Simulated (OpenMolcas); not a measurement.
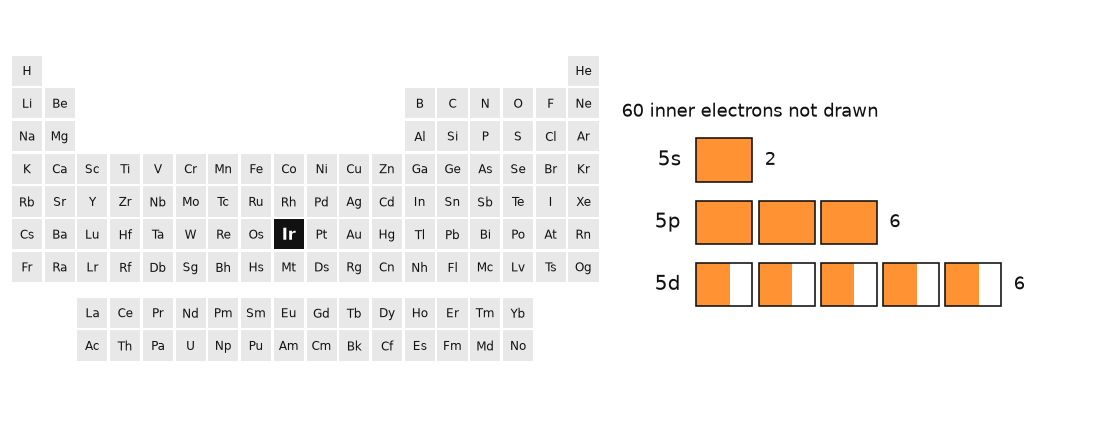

Left, the place of iridium in the periodic table; right, the outer shells of the leading configuration of the lowest level: a box for each of the 2l + 1 orbitals, shaded by the share of the shell that is filled, with the electron count at the right.

# Multiconfigurational calculation for Ir³⁺ complex (part 1 of 2)

System: Ir³⁺ with 6 ligands (Cl; octahedron, 2.448 Å), embedded in Cs2NaYCl6 by model potentials and point charges, whose field is part of the energies.
Method: state-averaged CASSCF, active space 6 electrons in the shell 5d, basis ANO-RCC-VDZP on the metal and ANO-RCC-VDZP on the ligands, DKH2 scalar Hamiltonian, spin-orbit coupling by RASSI with atomic mean-field integrals (OpenMolcas).

## The input
```
&GATEWAY
Basis set
Ir.ANO-RCC-VDZP.
Ir1 0.0 0.0 0.0 Angstrom
End of basis
Basis set
Cl.ANO-RCC-VDZP.
L1 2.448000 0.000000 0.000000 Angstrom
L2 0.000000 2.448000 0.000000 Angstrom
L3 0.000000 0.000000 2.448000 Angstrom
End of basis
Basis set
Na.EMB-AIMP.Al-Abdalla.7s4p.1s1p.ECP.Cs2NaYCl6.
PseudoCharge
* 3 symmetry-unique lattice sites within 7.6 angstrom
End of basis
Basis set
Cs.EMB-AIMP.Al-Abdalla.0s.0s.ECP.Cs2NaYCl6.
PseudoCharge
* 4 symmetry-unique lattice sites within 7.6 angstrom
End of basis
Basis set
Cl.EMB-AIMP.Al-Abdalla.0s.0s.ECP.Cs2NaYCl6.
PseudoCharge
* 12 symmetry-unique lattice sites within 7.6 angstrom
End of basis
Basis set
Y.EMB-AIMP.Al-Abdalla.0s.0s.ECP.Cs2NaYCl6.
PseudoCharge
* 6 symmetry-unique lattice sites within 7.6 angstrom
End of basis
Symmetry
XYZ
AngMom=0.0 0.0 0.0
AMFI
RICD
XField
1564 Angstrom 0
* Evjen-weighted lattice charges
&SEWARD
&RASSCF
FileOrb=start.orb
Symmetry=1
Spin=5
nActEl=6 0 0
Inactive=42 46
Ras2=5 0
CIRoot=5 5 1
SDav=5
CIMx=300
Iter=150 100
PrWF=0.3
OrbListing=Nothing
MaxOrb=0
LevShft=1.0
>>> COPY $Project.JobIph JOB001
&RASSCF
FileOrb=start.orb
Symmetry=1
Spin=3
nActEl=6 0 0
Inactive=42 46
Ras2=5 0
CIRoot=45 45 1
SDav=45
CIMx=300
Iter=150 100
PrWF=0.3
OrbListing=Nothing
MaxOrb=0
LevShft=1.0
>>> COPY $Project.JobIph JOB002
&RASSCF
FileOrb=start.orb
Symmetry=1
Spin=1
nActEl=6 0 0
Inactive=42 46
Ras2=5 0
CIRoot=50 50 1
SDav=50
CIMx=300
Iter=150 100
PrWF=0.3
OrbListing=Nothing
MaxOrb=0
LevShft=1.0
>>> COPY $Project.JobIph JOB003
&RASSI
NrOfJobIphs=3 5 45 50
1 2 3 4 5
1 2 3 4 5 6 7 8 9 10 11 12 13 14 15 16 17 18 19 20 21 22 23 24 25 26 27
28 29 30 31 32 33 34 35 36 37 38 39 40 41 42 43 44 45
1 2 3 4 5 6 7 8 9 10 11 12 13 14 15 16 17 18 19 20 21 22 23 24 25 26 27
28 29 30 31 32 33 34 35 36 37 38 39 40 41 42 43 44 45 46 47 48 49 50
IphNames
JOB001
JOB002
JOB003
EJob
SpinOrbit
DIPRint=1.0
SOCoupling=1000.0
Subsets=2
Property=9
'ANGMOM' 1 'ANGMOM' 2 'ANGMOM' 3 'MLTPL  1' 1 'MLTPL  1' 2 'MLTPL  1' 3
'AMFI' 1 'AMFI' 2 'AMFI' 3
SOProperty=3
'ANGMOM' 1 'ANGMOM' 2 'ANGMOM' 3
```

The file start.orb holds starting orbitals from an earlier step. A driver script formed the levels outside the program, from RASSI's spin-orbit matrix and the active-space energies, averaged over the components of each term or state.

Launched with:
```bash
OMP_NUM_THREADS=1 MOLCAS_MEM=2457 MOLCAS_PROJECT=a pymolcas a.inp > a.log  # once for each step of the input, in one work folder
```

## Log (extracts)
```
--- SEWARD ---
Basis set label: IR.ANO-RCC...7S6P4D2F.

      Electronic valence basis set:
      ------------------
      Associated Effective Charge  77.000000 au
      Associated Actual Charge     77.000000 au
      Nuclear Model: Point charge

      Shell  nPrim  nBasis  Cartesian Spherical Contaminant
         s      24       7        X
         p      21       6        X
         d      15       4                 X
         f      11       2                 X
                  Relativistic Douglas-Kroll-Hess integrals:
                    - DKH order of Hamiltonian: 2
                    - DKH order of Properties : 0
                  Atomic mean-field integrals
--- RASSCF ---
Wave function specifications:
      -----------------------------

      Number of closed shell electrons         176
      Number of electrons in active shells       6
      Max number of holes in RAS1 space          0
      Max nr of electrons in RAS3 space          0
      Number of inactive orbitals               88
      Number of active orbitals                  5
      Number of secondary orbitals              98
      Spin quantum number                      2.0
      State symmetry                             1
Orbital specifications:
      -----------------------

      Symmetry species                           1   2
                                                ag  au
      Frozen orbitals                            0   0
      Inactive orbitals                         42  46
      Active orbitals                            5   0
      RAS1 orbitals                              0   0
      RAS2 orbitals                              5   0
      RAS3 orbitals                              0   0
      Secondary orbitals                        46  52
      Deleted orbitals                           0   0
      Number of basis functions                 93  98
      Number of CSFs                             5
      Number of root(s) required                 5
      Iter CI   SX   CI       RASSCF       Energy    max ROT     max BLB   max BLB  Level Ln srch  Step   QN
          iter iter root      energy       change     param      element    value   shift minimum  type update
 Nr of preliminary CI iterations:   1
      Total energies have been shifted. Add               -20000.00 au
        1   1   10    0  -576.49565454    0.00E+00  -9.34E-02   24  54 2  2.68E-01*  1.29   0.00    SX    NO
        2   1   10    0  -576.95929914   -4.64E-01* -8.53E-02   24  54 2  1.40E-01*  1.06   0.00    SX    NO
        3   1   10    0  -577.09334224   -1.34E-01* -5.63E-02   20  48 1  6.44E-02*  0.95   0.00    SX    NO
        4   1   10    0  -577.13061990   -3.73E-02*  3.42E-02   20  48 1  3.26E-02*  0.90   0.00    SX    NO
        5   1   10    0  -577.14362515   -1.30E-02*  4.16E-02   42  45 1  2.10E-02*  0.88   2.50    LS   YES
        6   1    9    0  -577.15118170   -7.56E-03*  1.89E-02   43  49 1 -1.23E-02*  0.85   1.32    QN   YES
        7   1    9    0  -577.15301192   -1.83E-03*  9.16E-03   46  52 1 -4.60E-03*  0.85   1.51    LS   YES
        8   1    9    0  -577.15324266   -2.31E-04* -1.90E-03   19  56 2  4.27E-03*  0.85   1.04    QN   YES
        9   1    8    0  -577.15347643   -2.34E-04* -1.37E-03   20  48 1 -2.23E-03*  0.85   1.73    LS   YES
       10   1    8    0  -577.15352706   -5.06E-05* -1.86E-03   19  59 2  2.55E-03*  0.85   1.01    QN   YES
       11   1    8    0  -577.15355545   -2.84E-05* -1.35E-03   42  45 1  7.49E-04*  0.85   1.73    LS   YES
       12   1    7    0  -577.15356156   -6.11E-06*  7.93E-04   13  50 2  1.26E-03*  0.85   1.01    QN   YES
       13   1    7    0  -577.15356573   -4.17E-06*  4.32E-04   20  48 1 -3.39E-04*  0.85   1.32    QN   YES
       14   1    7    0  -577.15356715   -1.42E-06* -2.07E-04   12  51 1  1.76E-04*  0.85   1.33    QN   YES
       15   1    6    0  -577.15356743   -2.76E-07*  9.17E-05   13  50 2 -7.40E-05   0.85   1.32    QN   YES
       16   1    5    0  -577.15356749   -5.48E-08* -4.04E-05   20  48 1  3.77E-05   0.85   1.38    QN   YES
       17   1    5    0  -577.15356750   -1.29E-08* -1.64E-05   20  48 1  2.17E-05   0.85   1.36    QN   YES
       18   1    4    0  -577.15356750   -3.51E-09   6.85E-06   20  48 1  8.83E-06   0.85   1.17    QN   YES
      Convergence after 18 iterations
       19   1    4    0  -577.15356750   -5.97E-10   6.85E-06   17  54 2 -2.78E-06   0.85   1.17    QN   YES
      Natural orbitals and occupation numbers for root  1
      sym 1:   1.000000   2.000000   1.000000   1.000000   1.000000
      Natural orbitals and occupation numbers for root  2
      sym 1:   2.000000   1.000000   1.000000   1.000000   1.000000
      Natural orbitals and occupation numbers for root  3
      sym 1:   1.000000   1.000000   1.000000   2.000000   1.000000
::    RASSCF root number  1 Total energy: -20577.18883601
::    RASSCF root number  2 Total energy: -20577.18883601
::    RASSCF root number  3 Total energy: -20577.18883601
::    RASSCF root number  4 Total energy: -20577.10066475
::    RASSCF root number  5 Total energy: -20577.10066475
--- RASSCF ---
Wave function specifications:
      -----------------------------

      Number of closed shell electrons         176
      Number of electrons in active shells       6
      Max number of holes in RAS1 space          0
      Max nr of electrons in RAS3 space          0
      Number of inactive orbitals               88
      Number of active orbitals                  5
      Number of secondary orbitals              98
      Spin quantum number                      1.0
      State symmetry                             1
Orbital specifications:
      -----------------------

      Symmetry species                           1   2
                                                ag  au
      Frozen orbitals                            0   0
      Inactive orbitals                         42  46
      Active orbitals                            5   0
      RAS1 orbitals                              0   0
      RAS2 orbitals                              5   0
      RAS3 orbitals                              0   0
      Secondary orbitals                        46  52
      Deleted orbitals                           0   0
      Number of basis functions                 93  98
      Number of CSFs                            45
      Number of root(s) required                45
      Iter CI   SX   CI       RASSCF       Energy    max ROT     max BLB   max BLB  Level Ln srch  Step   QN
          iter iter root      energy       change     param      element    value   shift minimum  type update
 Nr of preliminary CI iterations:   1
      Total energies have been shifted. Add               -20000.00 au
        1   1    8    0  -577.05982557    0.00E+00  -1.11E-02   44  50 1 -1.30E-02*  0.87   0.00    SX    NO
        2   1    8    0  -577.06117673   -1.35E-03*  8.30E-03   44  50 1 -7.38E-03*  0.87   0.00    SX    NO
        3   1    8    0  -577.06183905   -6.62E-04*  6.14E-03   39  44 1 -5.33E-03*  0.87   0.00    SX    NO
        4   1    8    0  -577.06218284   -3.44E-04* -4.65E-03   39  44 1 -4.04E-03*  0.86   0.00    SX    NO
        5   1    8    0  -577.06236576   -1.83E-04* -6.77E-03   39  44 1 -3.04E-03*  0.86   2.50    LS   YES
        6   1    7    0  -577.06253138   -1.66E-04* -5.85E-03   39  44 1 -1.58E-03*  0.86   1.89    LS   YES
        7   1    7    0  -577.06257836   -4.70E-05*  6.21E-04   34  48 1 -1.27E-03*  0.86   1.03    QN   YES
        8   1    7    0  -577.06258354   -5.18E-06*  7.94E-04   34  48 1 -7.50E-04*  0.86   2.28    LS   YES
        9   1    7    0  -577.06258590   -2.35E-06*  4.69E-04   32  57 2 -7.42E-04*  0.86   0.99    QN   YES
       10   1    7    0  -577.06258796   -2.06E-06*  2.51E-04   36  45 1 -1.29E-04*  0.86   1.13    QN   YES
       11   1    6    0  -577.06258825   -2.98E-07*  1.92E-04   35  47 1  8.44E-05   0.86   1.77    LS   YES
       12   1    6    0  -577.06258833   -7.72E-08*  8.51E-05   44  50 1 -1.15E-04*  0.86   1.10    QN   YES
       13   1    5    0  -577.06258840   -7.03E-08*  5.02E-05   34  48 1  3.83E-05   0.86   1.53    QN   YES
       14   1    5    0  -577.06258842   -1.50E-08* -1.22E-05   34  48 1  2.60E-05   0.86   1.13    QN   YES
       15   1    5    0  -577.06258842   -1.97E-09   9.99E-06   34  48 1  1.50E-05   0.86   1.20    QN   YES
      Convergence after 15 iterations
       16   1    5    0  -577.06258842   -4.98E-10   9.99E-06   34  48 1  3.14E-06   0.86   1.20    QN   YES
      Natural orbitals and occupation numbers for root  1
      sym 1:   1.981340   1.210211   0.808284   1.784029   0.216137
      Natural orbitals and occupation numbers for root  2
      sym 1:   1.183953   1.810740   0.835426   1.980756   0.189125
      Natural orbitals and occupation numbers for root  3
      sym 1:   1.045191   1.949379   0.044211   1.980372   0.980846
::    RASSCF root number  1 Total energy: -20577.21043042
::    RASSCF root number  2 Total energy: -20577.21043042
::    RASSCF root number  3 Total energy: -20577.21043042
::    RASSCF root number  4 Total energy: -20577.19102071
::    RASSCF root number  5 Total energy: -20577.19102071
::    RASSCF root number  6 Total energy: -20577.19102071
::    RASSCF root number  7 Total energy: -20577.12904553
::    RASSCF root number  8 Total energy: -20577.12904553
::    RASSCF root number  9 Total energy: -20577.12904553
::    RASSCF root number 10 Total energy: -20577.12553406
::    RASSCF root number 11 Total energy: -20577.12553406
::    RASSCF root number 12 Total energy: -20577.12553406
::    RASSCF root number 13 Total energy: -20577.11192829
::    RASSCF root number 14 Total energy: -20577.11192829
::    RASSCF root number 15 Total energy: -20577.11192829
::    RASSCF root number 16 Total energy: -20577.11082940
::    RASSCF root number 17 Total energy: -20577.11082940
::    RASSCF root number 18 Total energy: -20577.10560101
::    RASSCF root number 19 Total energy: -20577.10560101
::    RASSCF root number 20 Total energy: -20577.10560101
::    RASSCF root number 21 Total energy: -20577.06476410
::    RASSCF root number 22 Total energy: -20577.05776322
::    RASSCF root number 23 Total energy: -20577.05776322
::    RASSCF root number 24 Total energy: -20577.05776322
::    RASSCF root number 25 Total energy: -20577.03853817
::    RASSCF root number 26 Total energy: -20577.03853817
::    RASSCF root number 27 Total energy: -20577.02643444
::    RASSCF root number 28 Total energy: -20577.02643444
::    RASSCF root number 29 Total energy: -20577.02643444
::    RASSCF root number 30 Total energy: -20577.02395367
--- RASSCF ---
Wave function specifications:
      -----------------------------

      Number of closed shell electrons         176
      Number of electrons in active shells       6
      Max number of holes in RAS1 space          0
      Max nr of electrons in RAS3 space          0
      Number of inactive orbitals               88
      Number of active orbitals                  5
      Number of secondary orbitals              98
      Spin quantum number                      0.0
      State symmetry                             1
Orbital specifications:
      -----------------------

      Symmetry species                           1   2
                                                ag  au
      Frozen orbitals                            0   0
      Inactive orbitals                         42  46
      Active orbitals                            5   0
      RAS1 orbitals                              0   0
      RAS2 orbitals                              5   0
      RAS3 orbitals                              0   0
      Secondary orbitals                        46  52
      Deleted orbitals                           0   0
      Number of basis functions                 93  98
      Number of CSFs                            50
      Number of root(s) required                50
      Iter CI   SX   CI       RASSCF       Energy    max ROT     max BLB   max BLB  Level Ln srch  Step   QN
          iter iter root      energy       change     param      element    value   shift minimum  type update
 Nr of preliminary CI iterations:   1
      Total energies have been shifted. Add               -20000.00 au
        1   1    8    0  -577.01853925    0.00E+00  -6.13E-03   44  50 1 -6.32E-03*  0.85   0.00    SX    NO
        2   1    8    0  -577.01890057   -3.61E-04*  4.57E-03   38  44 1 -3.98E-03*  0.85   0.00    SX    NO
        3   1    8    0  -577.01908206   -1.81E-04*  3.46E-03   38  44 1 -3.01E-03*  0.85   0.00    SX    NO
        4   1    8    0  -577.01917881   -9.67E-05* -2.66E-03   38  44 1 -2.32E-03*  0.85   0.00    SX    NO
        5   1    7    0  -577.01923182   -5.30E-05* -3.93E-03   38  44 1 -1.78E-03*  0.85   2.50    LS   YES
        6   1    7    0  -577.01928170   -4.99E-05* -3.77E-03   38  44 1 -9.84E-04*  0.85   1.97    LS   YES
        7   1    7    0  -577.01929776   -1.61E-05*  4.06E-04   34  48 1 -6.70E-04*  0.85   1.02    QN   YES
        8   1    7    0  -577.01929986   -2.10E-06*  6.07E-04   34  48 1 -4.15E-04*  0.85   2.50    LS   YES
        9   1    7    0  -577.01930139   -1.52E-06*  3.46E-04   32  57 2 -2.84E-04*  0.85   1.31    QN   YES
       10   1    6    0  -577.01930191   -5.26E-07*  1.18E-04   44  50 1 -9.72E-05   0.85   0.99    QN   YES
       11   1    6    0  -577.01930200   -8.75E-08*  9.19E-05   31  48 1 -4.83E-05   0.85   1.78    LS   YES
       12   1    6    0  -577.01930203   -2.42E-08*  2.69E-05   25  48 2  5.02E-05   0.85   1.10    QN   YES
       13   1    5    0  -577.01930204   -1.36E-08*  1.08E-05   34  48 1  2.27E-05   0.85   1.40    QN   YES
       14   1    4    0  -577.01930204   -2.89E-09   5.87E-06   34  48 1  1.09E-05   0.85   1.07    QN   YES
      Convergence after 14 iterations
       15   1    4    0  -577.01930204   -5.57E-10   5.87E-06   34  48 1  4.60E-06   0.85   1.07    QN   YES
      Natural orbitals and occupation numbers for root  1
      sym 1:   1.989362   1.989362   0.015957   1.989362   0.015957
      Natural orbitals and occupation numbers for root  2
      sym 1:   1.985058   1.009602   0.992822   1.992724   0.019794
      Natural orbitals and occupation numbers for root  3
      sym 1:   1.231341   1.993246   0.240584   1.763438   0.771390
::    RASSCF root number  1 Total energy: -20577.26334900
::    RASSCF root number  2 Total energy: -20577.18607139
::    RASSCF root number  3 Total energy: -20577.18607139
::    RASSCF root number  4 Total energy: -20577.18607139
::    RASSCF root number  5 Total energy: -20577.15035483
::    RASSCF root number  6 Total energy: -20577.15035483
::    RASSCF root number  7 Total energy: -20577.15035483
::    RASSCF root number  8 Total energy: -20577.09808889
::    RASSCF root number  9 Total energy: -20577.09808889
::    RASSCF root number 10 Total energy: -20577.09808889
::    RASSCF root number 11 Total energy: -20577.09576159
::    RASSCF root number 12 Total energy: -20577.09576159
::    RASSCF root number 13 Total energy: -20577.09118502
::    RASSCF root number 14 Total energy: -20577.07318701
::    RASSCF root number 15 Total energy: -20577.07318701
::    RASSCF root number 16 Total energy: -20577.07318701
::    RASSCF root number 17 Total energy: -20577.07195563
::    RASSCF root number 18 Total energy: -20577.07195563
::    RASSCF root number 19 Total energy: -20577.07195563
::    RASSCF root number 20 Total energy: -20577.06992429
::    RASSCF root number 21 Total energy: -20577.03903872
::    RASSCF root number 22 Total energy: -20577.03903872
::    RASSCF root number 23 Total energy: -20577.02662546
::    RASSCF root number 24 Total energy: -20577.02662546
::    RASSCF root number 25 Total energy: -20577.02662546
::    RASSCF root number 26 Total energy: -20577.00740136
::    RASSCF root number 27 Total energy: -20577.00740136
::    RASSCF root number 28 Total energy: -20576.99588215
::    RASSCF root number 29 Total energy: -20576.99362682
::    RASSCF root number 30 Total energy: -20576.99258628
```

(Continued in part 2.) Outcome of the run: converged.
